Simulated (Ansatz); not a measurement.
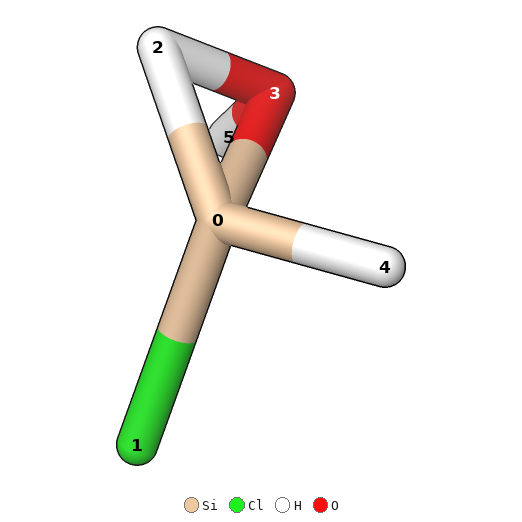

The picture shows the input geometry. Atoms are numbered from 0, in the order of the input.

The calculation was set up as follows.

```yaml
crystal:
  periodic: [false, false, false]
  atoms:
    - {symbol: Si, position_ang: [-0.430778, 0.482189, 0.510302]}
    - {symbol: Cl, position_ang: [0.493972, 1.912417, -0.680016]}
    - {symbol: H, position_ang: [0.477961, -0.763559, 1.037177]}
    - {symbol: O, position_ang: [0.251474, -1.122568, -0.157656]}
    - {symbol: H, position_ang: [-1.834402, 0.489351, -0.006775]}
    - {symbol: H, position_ang: [1.041772, -0.997831, -0.702932]}
basis:
  gaussian: {orbitals: def2-TZVPP}
hamiltonian: {xc: pbe}
correlation: {method: rpa}
```

It was started with:

```sh
ansatz run in.yaml --threads 2 --pin off --events-out ev --progress --plain --max-ram 4352MiB
```

Result:

```
Functional definition: PBE
  name "PBE"
  cite "Perdew, Burke & Ernzerhof, Phys. Rev. Lett. 77, 3865 (1996) doi:10.1103/PhysRevLett.77.3865"
  parent pbe
  parameter kappa = 0.804
  parameter beta = 0.06672455060314922
  exchange = pbe_x(kappa = kappa, mu = beta*pi^2/3)
  correlation = pbe_c(beta = beta)
931 factors; integrals over basis functions are off by at most 9.5e-4 eV
mean field evaluation 1: about -22479.4473 eV, gradient 6.1e1 eV
mean field evaluation 2: about -22479.4410 eV, gradient 6.1e1 eV
mean field evaluation 4: about -22484.7630 eV, gradient 1.9e1 eV
mean field evaluation 8: about -22485.8365 eV, gradient 2.7e-1 eV
mean field evaluation 16: about -22485.8356 eV, gradient 2.4e-4 eV
mean field -22485.83555525 eV, -826.3392152086 hartree, gradient 1.2e-6 eV, S^2 0.000000; 0 other end points of the search recorded, 0 dependent functions left out
11 core orbitals not correlated: weight in the atoms' cores, before any rotation towards them, 1.000 or more for the frozen orbitals, at most 0.000 for the correlated occupied ones
reference -22449.40862839 eV, -825.0005503375 hartree; 10, 10 occupied and 136, 136 virtual orbitals, 931 factors
Total energy: -22475.31472498 eV, -825.9525818277 hartree
```
